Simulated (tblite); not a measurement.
Scan of Al₂O, singlet: map of symmetric stretch and bend. Scanned: O-Al bond length and Al-O-Al angle.

Cartesian coordinates as functions of the variables (Å; names that start with a are angles):
```
O  0  0  0
Al  r*sin(a/2)  0  r*cos(a/2)
Al  -r*sin(a/2)  0  r*cos(a/2)
```

Level of theory: GFN2-xTB, 300 K electronic temperature (tblite).

Energy in kJ/mol above the lowest grid point; x is the O-Al bond length (Å), y the Al-O-Al angle (°).

| y \ x | 1.44 | 1.55 | 1.64 | 1.72 | 1.81 | 1.89 | 1.98 | 2.06 | 2.15 | 2.23 | 2.29 |
|---|---|---|---|---|---|---|---|---|---|---|---|
| 180 | 262.2 | 59.2 | 3.6 | 0.0 | 26.4 | 66.8 | 124.2 | 182.2 | 252.5 | 318.0 | 368.3 |
| 173.95 | 262.7 | 59.8 | 4.1 | 0.5 | 26.9 | 67.3 | 124.6 | 182.6 | 252.9 | 318.3 | 368.6 |
| 165.32 | 265.3 | 62.4 | 6.7 | 3.1 | 29.4 | 69.6 | 126.8 | 184.5 | 254.6 | 319.8 | 369.8 |
| 156.68 | 270.0 | 67.1 | 11.3 | 7.6 | 33.8 | 73.8 | 130.7 | 188.1 | 257.7 | 322.5 | 372.1 |
| 148.04 | 277.0 | 74.0 | 17.8 | 14.0 | 40.1 | 79.8 | 136.2 | 193.2 | 262.2 | 326.4 | 375.5 |
| 139.41 | 286.3 | 82.7 | 25.9 | 21.9 | 47.8 | 87.2 | 143.1 | 199.5 | 267.9 | 331.4 | 379.9 |
| 130.77 | 298.8 | 92.9 | 35.6 | 30.8 | 56.4 | 95.6 | 151.0 | 206.9 | 274.6 | 337.3 | 385.2 |
| 122.14 | 316.6 | 105.1 | 46.3 | 40.6 | 65.3 | 104.2 | 159.3 | 214.7 | 281.6 | 343.7 | 391.0 |
| 113.50 | 344.6 | 121.3 | 58.2 | 51.0 | 74.1 | 112.1 | 166.8 | 221.9 | 288.3 | 349.7 | 396.6 |
| 104.86 | 394.5 | 146.7 | 73.9 | 62.0 | 82.9 | 119.1 | 172.5 | 227.2 | 293.4 | 354.5 | 401.0 |
| 96.23 | 494.3 | 195.1 | 101.0 | 78.5 | 92.5 | 125.8 | 176.8 | 229.8 | 295.4 | 356.4 | 402.8 |
| 85 | 821.9 | 358.2 | 192.3 | 132.3 | 121.1 | 141.0 | 183.5 | 232.1 | 293.7 | 352.8 | 399.0 |

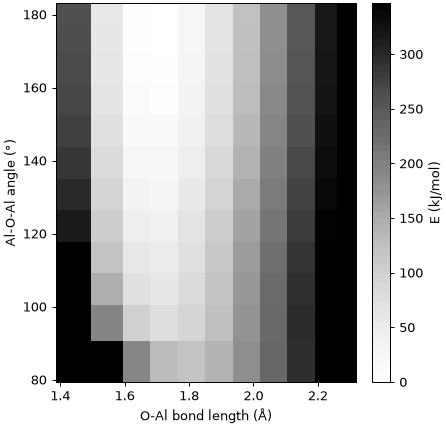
Figure. Energy surface, cut off at 346 kJ/mol.

Points that lie below all their neighbours on the grid: x = 1.72, y = 180 on the edge of the grid (0.0 kJ/mol).
